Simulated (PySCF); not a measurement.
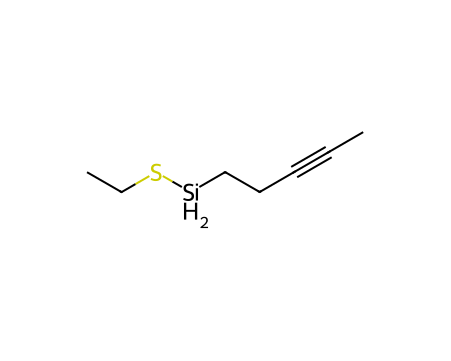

The computed structure is the end point of a GFN2-xTB optimisation. No frequency run is at hand to confirm it as a minimum. Method: PBE0/pcSseg-1, gas phase (PySCF 2.14.0).

Question: Give the HOMO energy (Kohn–Sham orbital) at this level.

Answer: −6.71 eV.

Question: Give the dipole moment at this level.

Answer: 1.15 D.

Question: Give the HOMO–LUMO gap at this level.

Answer: 7.00 eV.

The geometry is semi-empirical. Around Si such bond lengths and angles can be off by a tenth of an ångström or more and by several degrees, and values that hang on the shape move with them.
